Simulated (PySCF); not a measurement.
# CH8Si2, SMILES `[SiH3]C[SiH3]`: electronic structure

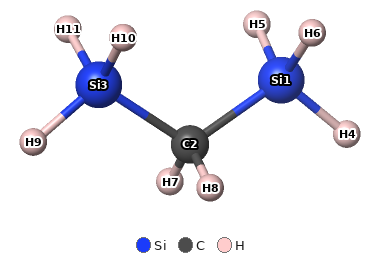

The molecule, with its atoms numbered as below. No frequency check shows the geometry to be a minimum.

Coordinates in Å:

```
Si1     -1.6062    0.1870    0.0003
C2       0.0000   -0.8250    0.0000
Si3      1.6062    0.1870   -0.0003
H4      -2.7591   -0.7204   -0.0023
H5      -1.6643    1.0294    1.1968
H6      -1.6647    1.0295   -1.1962
H7       0.0001   -1.4822    0.8705
H8      -0.0001   -1.4822   -0.8707
H9       2.7591   -0.7204    0.0022
H10      1.6643    1.0295   -1.1968
H11      1.6647    1.0294    1.1963
```

## 1. Bonding charge

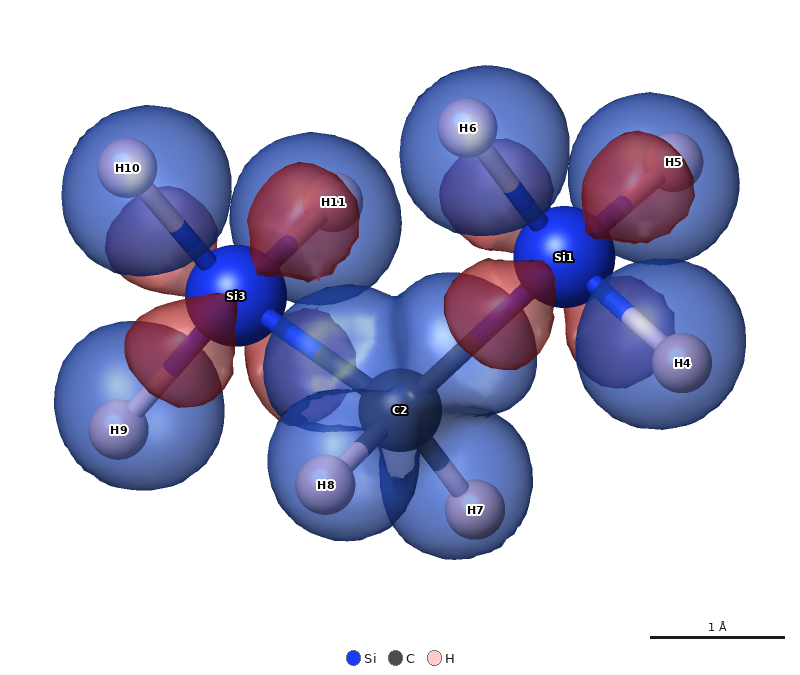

Deformation density (molecule less spherical, spin-averaged free atoms at the same positions), surfaces at ±0.07 e/Å³; blue: gain, red: loss.

PySCF calculation, LDA (SVWN)/6-311G**, gas phase; geometry: GFN2-xTB.

Describe the bonding that the map shows.

Answer. C2–H7 and C2–H8: +0.60 e/Å³ at the bond critical point (bond length 1.09 Å, Mayer order 0.9). Si1–H5, Si1–H6, Si3–H10 and Si3–H11: +0.20 e/Å³ at the bond critical point (bond length 1.46 Å, Mayer order 0.9). Si1–H4 and Si3–H9: +0.20 e/Å³ at the bond critical point (bond length 1.47 Å, Mayer order 0.9). Si1–C2 and C2–Si3: +0.14 e/Å³ at the bond critical point (bond length 1.90 Å, Mayer order 0.9). In all, 2.3 electrons gather in the regions of gain relative to the promolecule. A small or negative value marks a very polar bond, one between electron-rich atoms, whose free-atom densities already overlap strongly, a long bond to a heavier atom, or a closed-shell contact such as a hydrogen bond.

Where do the Hirshfeld charges lie?

Answer. The highest Hirshfeld charge is on Si1 and Si3 (+0.27 e), the lowest on C2 (−0.23 e).

## 2. Bond critical points

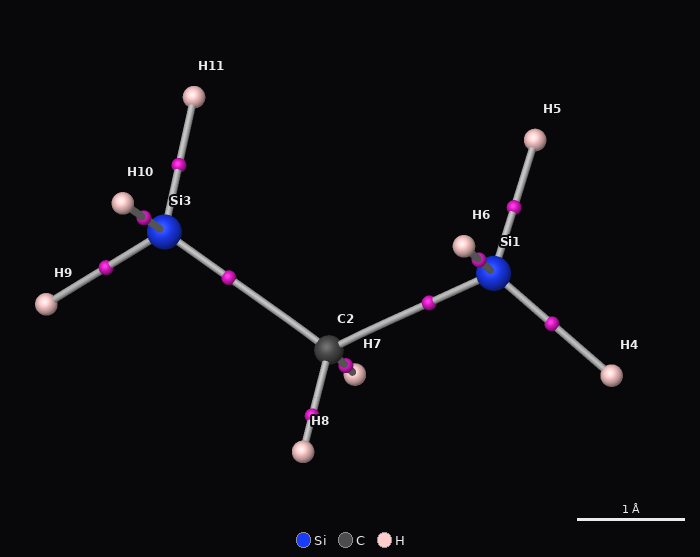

Molecular graph of the electron density (QTAIM): bond paths, bond critical points (magenta), ring points (cyan, if any); weak paths are dashed.

How many critical points of each kind are there, and does the count close?

Answer. 11 nuclei, 10 bond, 0 ring and 0 cage critical points: 11 − 10 + 0 − 0 = 1, as the Poincaré–Hopf relation requires.

What does the calculation give at each kind of bond critical point?

Answer.
```
            bond  length (Å)  ρ (a.u.)  ∇²ρ (a.u.)     ε  H (a.u.)
 C2–H7 (2 alike)       1.091     0.261       −0.81  0.02    −0.249
Si1–H5 (4 alike)       1.464     0.122       +0.20  0.01    −0.078
Si1–H4 (2 alike)       1.467     0.122       +0.20  0.00    −0.078
Si1–C2 (2 alike)       1.898     0.113       +0.16  0.02    −0.071
```

What kind of interaction is Si1–H5?

Answer. Polar or intermediate (positive Laplacian, negative energy density H): ρ = 0.122, ∇²ρ = +0.20, H = −0.078 a.u.

## 3. Local ionisation energy

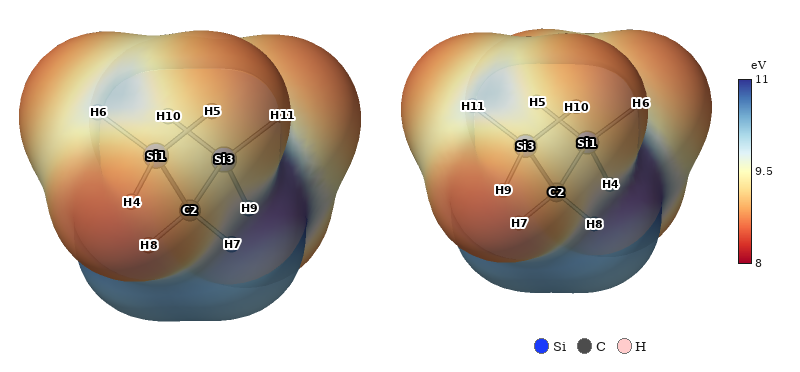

Average local ionisation energy on the surface of electron density 0.001 a.u. (back view left, front view right).

Where are the most loosely bound electrons on this surface?

Answer. The lowest value is 8.6 eV, 1.5 Å from H9, and at like points elsewhere. For comparison, the highest occupied orbital lies at −7.5 eV.

## 4. Excited states

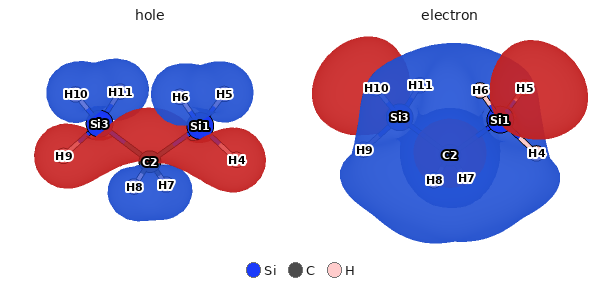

Leading natural transition orbital pair of S₂ (TDA singlet states); the surfaces enclose about 85 % of each orbital's density.

Computed with PySCF, B3LYP/def2-SVP, geometry: GFN2-xTB. Without diffuse functions Rydberg states are missing, so the states' numbers hold for this basis only.

Give its energy and the atoms that hole and electron lie on.

Answer. 8.46 eV (147 nm), f = 0.004, partly diffuse acceptor orbital, which a basis without diffuse functions describes poorly; the leading pair carries 97 %; hole on C2 (23 %), Si1 and Si3 (16 % each) and H4 and H9 (6 % each), electron on Si1 and Si3 (24 % each), C2 (12 %) and H7 and H8 (7 % each) (atom shares of so diffuse an orbital are rough); their centroids lie 0.0 Å apart. In canonical orbitals it is mainly HOMO−1 → LUMO (96 %). The HOMO–LUMO gap is 8.97 eV.

## 5. Removing or adding an electron

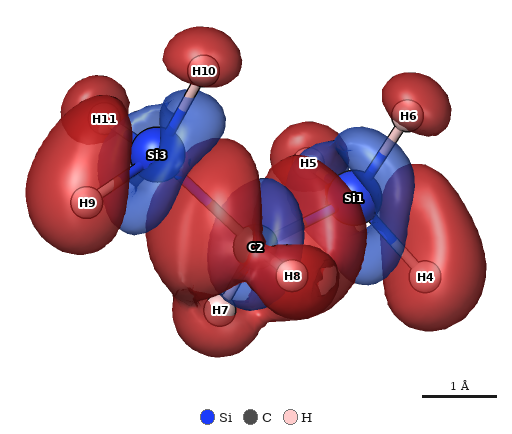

Fukui function f⁻ = ρ(N) − ρ(N−1) at fixed geometry, surfaces at ±0.02 e/Å³ (red positive, blue negative).

Computed with PySCF, ωB97X/6-31G*, geometry: GFN2-xTB.

Which atoms respond most to the removal of an electron?

Answer. f⁻ (Hirshfeld-condensed) is largest on C2 (0.18), Si1 and Si3 (0.16 each) and H4 and H9 (0.10 each); the vertical ionisation energy is 10.82 eV. Condensed values hint at sites of electrophilic attack but needn't mark the atom that reacts. Shares this close don't rank the sites. Orbital relaxation makes it negative in places (0.26 e in all).

```
atom     f⁻  charge
 Si1  +0.16   +0.31
  C2  +0.18   −0.24
 Si3  +0.16   +0.31
  H4  +0.10   −0.08
  H5  +0.05   −0.08
  H6  +0.05   −0.08
  H7  +0.06   +0.05
  H8  +0.06   +0.05
  H9  +0.10   −0.08
 H10  +0.05   −0.08
 H11  +0.05   −0.08
```

## 6. Localised orbitals

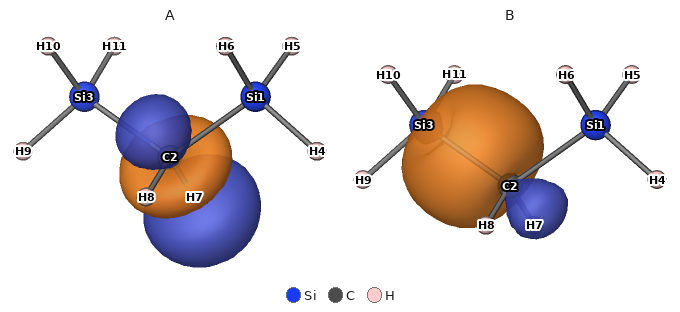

Intrinsic bond orbitals (IBO), occupied and valence-virtual; each surface holds about 85 % of the orbital's density. Energies are diagonal elements of the Fock matrix.

Level of theory: HF/def2-SVP (PySCF), at a geometry from GFN2-xTB.

Identify each orbital.

Answer. By panel:
- A: σ* orbital H7–C2 (H7 57 %, C2 43 %; 15.6 eV)
- B: σ bond C2–Si3 (C2 65 %, Si3 34 %; −15.7 eV)

How do all the valence pairs divide up?

Answer. 10 pairs: 10 σ bonds.

## 7. Stretching a bond

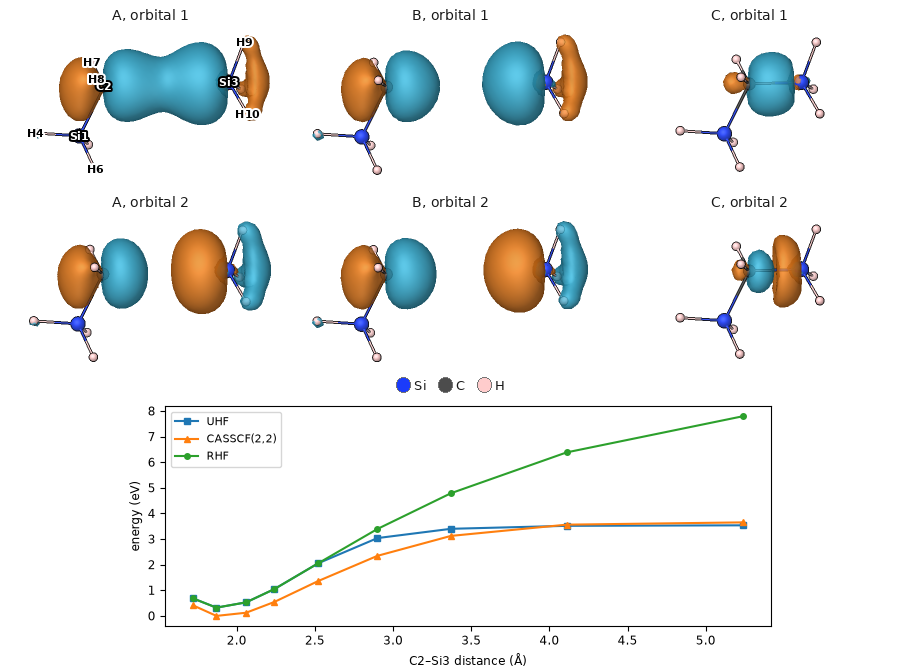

Rigid stretch of the C2–Si3 bond. The two CASSCF(2,2) natural orbitals nearest half filling (orbital 1 the more occupied). Below: energies along the scan, from the lowest point of the three curves.

PySCF calculation, def2-SVP basis, gas phase; geometry: GFN2-xTB.

The columns are at 1.72, 4.11 and 5.24 Å, in some order. Assign them, and give the occupations.

Answer. A: 4.11 Å, occupations 1.29 and 0.71. B: 5.24 Å, occupations 1.06 and 0.94. C: 1.72 Å, occupations 1.99 and 0.01.

Where does the UHF solution part from RHF?

Answer. Between 2.52 Å (⟨S²⟩ = 0, the two coincide) and 2.90 Å (⟨S²⟩ = 0.57); at 5.24 Å ⟨S²⟩ is 1.01 and UHF lies 4.3 eV below RHF.

How much energy does the stretch cost?

Answer. By CASSCF, 3.7 eV from the lowest point of the scan (1.87 Å) to 5.24 Å; RHF gives 7.5 eV from its own lowest point. The fragments aren't relaxed and dynamic correlation is missing, so this isn't a bond dissociation energy.
